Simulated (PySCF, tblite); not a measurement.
# C7H4ClNS: vibronic structure

What do calculations give for the vibronic structure of C7H4ClNS (`Clc1ccc2scnc2c1`)?

Programs: tblite 0.8.0 and PySCF 2.14.0, with routines of our own; each step states its level. All values are computed. Atoms count from 0.

## 1. The system as given

14 atoms, charge 0, multiplicity 1; geometry from: force field or distance geometry start.

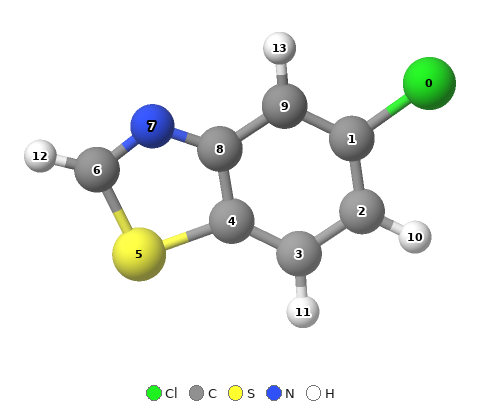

The starting geometry (chlorine green, carbon grey, sulfur yellow, nitrogen blue, hydrogen white).

## 2. Geometry optimisation with GFN2-xTB

The job: settings as JSON, then the geometry in Å.

```
{"job": {"kind": "relax", "xc": "GFN2-xTB", "basis": "xTB"}, "charge": 0, "multiplicity": 1}
Cl    -2.923100     1.960900     0.609800
C     -1.629800     0.856900     0.227800
C     -1.969900    -0.363500    -0.300500
C     -0.914000    -1.215300    -0.598200
C      0.373300    -0.823300    -0.314700
S      1.982500    -1.592000    -0.529700
C      2.925700    -0.249000     0.108400
N      2.010100     0.608700     0.410300
C      0.739400     0.376100     0.215900
C     -0.345100     1.249000     0.507700
H     -2.984800    -0.677700    -0.515300
H     -1.110200    -2.198800    -1.015500
H      3.977300    -0.154700     0.242800
H     -0.132000     2.222300     0.929100
```

Started as:

```
OMP_NUM_THREADS=1 python excited_run.py task.json out
```

The driver reads the jobs from task.json and runs them one after another.

The log of the run:

```text
step      E/eV     max force
  0    -754.27668    4.669
  1    -754.78486    2.347
  2    -754.95500    1.441
  3    -755.04286    1.122
  4    -755.09769    0.630
  5    -755.12733    0.455
  6    -755.14865    0.305
  7    -755.15563    0.229
  8    -755.16113    0.224
  9    -755.16497    0.154
 10    -755.16769    0.152
 11    -755.17003    0.123
 12    -755.17186    0.128
 13    -755.17315    0.096
 14    -755.17391    0.073
 15    -755.17443    0.058
 16    -755.17481    0.061
 17    -755.17501    0.037
 18    -755.17510    0.028
 19    -755.17514    0.021
 20    -755.17518    0.016
 21    -755.17520    0.012
 22    -755.17521    0.011
 23    -755.17522    0.007
```

Wall time 0.23 s (1 thread of Intel Xeon Platinum 8488C, shared host).

Step by step:

| step | energy from step 0 (eV) | largest force (eV/Å) |
| --- | --- | --- |
| 0 | 0.0000 | 4.6690 |
| 1 | -0.5082 | 2.3470 |
| 2 | -0.6783 | 1.4411 |
| 3 | -0.7662 | 1.1216 |
| 4 | -0.8210 | 0.6302 |
| 5 | -0.8506 | 0.4550 |
| 6 | -0.8720 | 0.3053 |
| 7 | -0.8789 | 0.2286 |
| 8 | -0.8844 | 0.2238 |
| 9 | -0.8883 | 0.1544 |
| 10 | -0.8910 | 0.1516 |
| 11 | -0.8933 | 0.1231 |
| 12 | -0.8952 | 0.1283 |
| 13 | -0.8965 | 0.0957 |
| 14 | -0.8972 | 0.0727 |
| 15 | -0.8977 | 0.0580 |
| 16 | -0.8981 | 0.0607 |
| 17 | -0.8983 | 0.0368 |
| 18 | -0.8984 | 0.0284 |
| 19 | -0.8985 | 0.0215 |
| 20 | -0.8985 | 0.0156 |
| 21 | -0.8985 | 0.0122 |
| 22 | -0.8985 | 0.0112 |
| 23 | -0.8985 | 0.0067 |

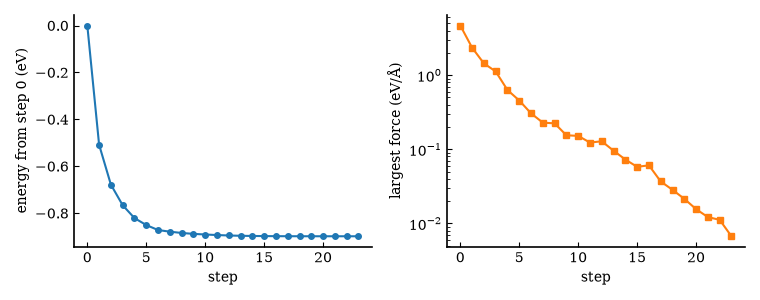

Energy and force, step by step.

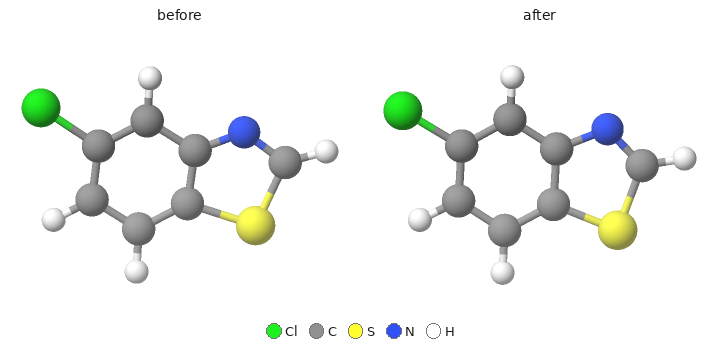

The geometry before (left) and after (right).

Close pairs (by a distance rule), those that changed most:

| bond | before (Å) | after (Å) | change (Å) |
| --- | --- | --- | --- |
| C4–S5 | 1.796 | 1.737 | -0.060 |
| N7–C8 | 1.306 | 1.365 | +0.058 |
| C4–C8 | 1.362 | 1.415 | +0.053 |
| C8–C9 | 1.422 | 1.392 | -0.030 |
| C1–C2 | 1.373 | 1.396 | +0.024 |
| C6–N7 | 1.290 | 1.273 | -0.018 |
| Cl0–C1 | 1.743 | 1.728 | -0.015 |
| S5–C6 | 1.761 | 1.750 | -0.011 |

The end geometry stands in the next job.

## 3. Vibrational analysis with GFN2-xTB

The job: settings as JSON, then the geometry in Å.

```
{"job": {"kind": "ir", "xc": "GFN2-xTB", "basis": "xTB"}, "charge": 0, "multiplicity": 1}
Cl    -2.959048     1.924148     0.589256
C     -1.625431     0.880052     0.247819
C     -1.883391    -0.376183    -0.304669
C     -0.846191    -1.238752    -0.592026
C      0.448672    -0.827793    -0.319068
S      1.946872    -1.671602    -0.562839
C      2.766707    -0.271954     0.094305
N      2.033464     0.704588     0.452717
C      0.710574     0.444803     0.241216
C     -0.344074     1.307279     0.526713
H     -2.902125    -0.666857    -0.505324
H     -1.037173    -2.210391    -1.018867
H      3.836161    -0.274127     0.175461
H     -0.145694     2.276317     0.953139
```

The log of the run:

```text
mode    cm-1     km/mol
  1      98.9      0.02
  2     192.9      0.06
  3     214.7      0.06
  4     292.3      0.42
  5     310.9      1.42
  6     392.7      2.95
  7     405.7      1.36
  8     467.6      0.44
  9     518.4      0.10
 10     570.0      0.08
 11     586.6      5.06
 12     674.1      3.73
 13     681.8      0.81
 14     737.7      1.00
 15     801.2      1.03
 16     801.4     56.15
 17     815.0     35.55
 18     865.8      2.27
 19     897.2     31.91
 20     904.1      0.24
 21    1038.5     29.35
 22    1073.9     15.93
 23    1141.5      8.03
 24    1162.9      3.49
 25    1212.3      8.26
 26    1265.4     24.25
 27    1328.3     13.21
 28    1394.2     49.34
 29    1431.5     10.28
 30    1531.6     77.03
 31    1546.1     79.53
 32    1588.0     32.63
 33    3101.8     10.12
 34    3112.9      5.34
 35    3123.1      3.25
 36    3154.6      0.67
```

It took 0.67 s on 1 thread of Intel Xeon Platinum 8488C, shared host.

The strongest bands and the atoms that carry them (share of the mass-weighted mode):

| cm⁻¹ | km/mol | atoms |
| --- | --- | --- |
| 801 | 56.1 | C6 51 %, N7 13 % |
| 815 | 35.5 | H10 32 %, H11 24 %, H13 11 % |
| 897 | 31.9 | C1 24 %, N7 20 %, C2 16 %, C3 12 % |
| 1038 | 29.4 | C4 47 %, C9 16 %, H12 11 % |
| 1394 | 49.3 | C3 24 %, C9 19 %, C8 13 %, H11 11 % |
| 1532 | 77.0 | C6 29 %, N7 25 %, C4 14 %, C3 12 % |
| 1546 | 79.5 | C2 24 %, C8 21 %, N7 12 %, C1 12 % |
| 1588 | 32.6 | C9 23 %, C3 17 %, C6 13 %, C8 12 % |

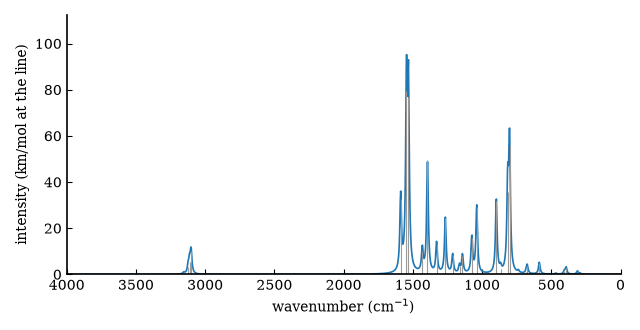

The infrared spectrum from these modes, unscaled. Lines are broadened to a width of 14 cm⁻¹ (Lorentzian).

## 4. Vibronic structure: TDA B3LYP/def2-SVP

Settings changed since step 3:

```diff
@@ -1,2 +1,2 @@
-{"job": {"kind": "ir", "xc": "GFN2-xTB", "basis": "xTB"}, "charge": 0, "multiplicity": 1}
+{"job": {"kind": "vib", "xc": "B3LYP", "basis": "def2-SVP", "tda": true}, "charge": 0, "multiplicity": 1}
 Cl    -2.959048     1.924148     0.589256
```

Level: TDA B3LYP/def2-SVP vertical-gradient vibronic structure (displaced harmonic oscillators, Condon), gas phase.

The log of the run:

```text
final grid: 63904 points
cycle   1  E = -1181.7736915571  dE =  1.976e+00  |g| = 4.205e-01  |ddm| = 5.376e+00
cycle   2  E = -1181.6965415465  dE =  7.715e-02  |g| = 7.083e-01  |ddm| = 1.356e+00
cycle   3  E = -1181.8164496565  dE = -1.199e-01  |g| = 1.303e-01  |ddm| = 8.790e-01
cycle   4  E = -1181.8201001646  dE = -3.651e-03  |g| = 4.847e-02  |ddm| = 1.960e-01
cycle   5  E = -1181.8206166613  dE = -5.165e-04  |g| = 1.952e-02  |ddm| = 7.719e-02
cycle   6  E = -1181.8207185256  dE = -1.019e-04  |g| = 6.388e-03  |ddm| = 3.293e-02
cycle   7  E = -1181.8207298797  dE = -1.135e-05  |g| = 1.175e-03  |ddm| = 9.778e-03
cycle   8  E = -1181.8207301984  dE = -3.187e-07  |g| = 4.549e-04  |ddm| = 2.188e-03
cycle   9  E = -1181.8207302478  dE = -4.941e-08  |g| = 1.319e-04  |ddm| = 6.432e-04
cycle  10  E = -1181.8207302521  dE = -4.279e-09  |g| = 5.391e-05  |ddm| = 2.160e-04
cycle  11  E = -1181.8207302526  dE = -5.198e-10  |g| = 3.326e-05  |ddm| = 1.097e-04
cycle  12  E = -1181.8207302529  dE = -3.010e-10  |g| = 6.669e-06  |ddm| = 4.563e-05
converged SCF energy = -1181.8207302529

Singlet excitations (eV, f): 4.640 (0.0320)  5.100 (0.0007)  5.307 (0.0292)  5.888 (0.0000)  5.969 (0.1091)  6.138 (0.5145)

State S1  4.6399 eV  f = 0.03199  H->L 0.80, H-1->L+1 0.17
  relaxed dipole 1.767 D, largest gradient of the excitation energy 0.0369 Eh/bohr
  mode    cm-1        S   lambda/meV  Raman
   26   1265.4    0.2526      39.6   1.000
   14    737.7    0.2451      22.4   0.330
   16    801.4    0.1588      15.8   0.252
    5    310.9    0.3751      14.5   0.090
   31   1546.1    0.0641      12.3   0.379
   21   1038.5    0.0809      10.4   0.216
   27   1328.3    0.0624      10.3   0.272
   30   1531.6    0.0471       9.0   0.273
   12    674.1    0.0904       7.6   0.102
   29   1431.5    0.0421       7.5   0.213
   22   1073.9    0.0507       6.7   0.145
   23   1141.5    0.0367       5.2   0.118
  reorganisation energy 0.1788 eV, total S 1.703, 0-0 4.4610 eV
  absorption maximum 4.463 eV, width 0.276 eV

State S5  5.9692 eV  f = 0.10912  H-1->L+1 0.43, H->L+3 0.24, H->L+1 0.11
  relaxed dipole 1.783 D, largest gradient of the excitation energy 0.0393 Eh/bohr
  mode    cm-1        S   lambda/meV  Raman
   14    737.7    0.5460      49.9   0.858
   32   1588.0    0.1373      27.0   1.000
   22   1073.9    0.1137      15.1   0.379
   26   1265.4    0.0840      13.2   0.388
    9    518.4    0.1992      12.8   0.155
   31   1546.1    0.0464       8.9   0.321
   30   1531.6    0.0326       6.2   0.221
   10    570.0    0.0611       4.3   0.057
   12    674.1    0.0410       3.4   0.054
   27   1328.3    0.0172       2.8   0.088
   19    897.2    0.0219       2.4   0.051
    3    214.7    0.0900       2.4   0.012
  reorganisation energy 0.1559 eV, total S 1.475, 0-0 5.8133 eV
  absorption maximum 5.815 eV, width 0.224 eV

State S6  6.1381 eV  f = 0.51447  H->L+1 0.36, H-1->L 0.18, H-1->L+1 0.13
  relaxed dipole 1.702 D, largest gradient of the excitation energy 0.0379 Eh/bohr
  mode    cm-1        S   lambda/meV  Raman
   31   1546.1    0.4988      95.6   1.000
   14    737.7    0.2405      22.0   0.110
   32   1588.0    0.0809      15.9   0.171
   22   1073.9    0.0359       4.8   0.035
   10    570.0    0.0654       4.6   0.018
   28   1394.2    0.0209       3.6   0.034
   26   1265.4    0.0223       3.5   0.030
    7    405.7    0.0454       2.3   0.006
   19    897.2    0.0104       1.2   0.007
   12    674.1    0.0130       1.1   0.005
   30   1531.6    0.0052       1.0   0.010
  reorganisation energy 0.1592 eV, total S 1.067, 0-0 5.9789 eV
  absorption maximum 5.979 eV, width 0.224 eV

State T1  3.7040 eV  f = 0.00000  H-1->L 0.69, H->L+1 0.16, H->L 0.10
  relaxed dipole 1.830 D, largest gradient of the excitation energy 0.0700 Eh/bohr
  mode    cm-1        S   lambda/meV  Raman
   31   1546.1    0.8554     164.0   1.000
   30   1531.6    0.2347      44.6   0.269
   26   1265.4    0.2260      35.5   0.177
   27   1328.3    0.0997      16.4   0.086
   24   1162.9    0.1019      14.7   0.067
   29   1431.5    0.0662      11.8   0.066
   12    674.1    0.0998       8.3   0.022
    5    310.9    0.1481       5.7   0.007
   23   1141.5    0.0257       3.6   0.016
   16    801.4    0.0352       3.5   0.011
   21   1038.5    0.0267       3.4   0.014
   22   1073.9    0.0133       1.8   0.008
  reorganisation energy 0.3225 eV, total S 2.031, 0-0 3.3815 eV
  absorption maximum 3.572 eV, width 0.412 eV
```

It took 39 s on 1 thread of Intel Xeon Platinum 8488C, shared host; peak memory 0.93 GiB.

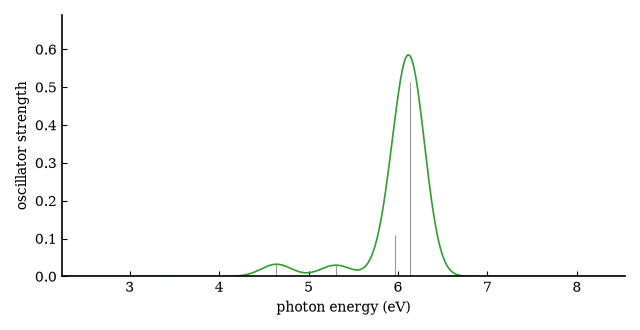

Absorption lines of the singlets. Lines are broadened to a width of 0.40 eV (Gaussian).

## 5. Results

| quantity | value |
| --- | --- |
| strongest single infrared mode (GFN2-xTB) | 1546 cm⁻¹, 80 km/mol |
| zero-point energy (GFN2-xTB) | 56.4 kcal/mol |
| S1: vertical, reorganisation, 0-0, total S (step 4, TDA B3LYP/def2-SVP, modes from GFN2-xTB) | 4.64, 0.18, 4.46 eV; 1.7 |
| S5: vertical, reorganisation, 0-0, total S (step 4, TDA B3LYP/def2-SVP, modes from GFN2-xTB) | 5.97, 0.16, 5.81 eV; 1.5 |
| S6: vertical, reorganisation, 0-0, total S (step 4, TDA B3LYP/def2-SVP, modes from GFN2-xTB) | 6.14, 0.16, 5.98 eV; 1.1 |

No mode is imaginary among the 36: a minimum at this level. The strongest single mode, at 1546 cm⁻¹, is spread over many atoms; the largest shares are those of C2, C8. GFN2-xTB is a fitted tight-binding method: band positions and strengths are rough. Its intensities can rank the bands wrongly. The vibronic model keeps the ground-state modes (from xTB) and shifts them along the gradient alone, so it can miss much of the relaxation that a full optimisation finds.
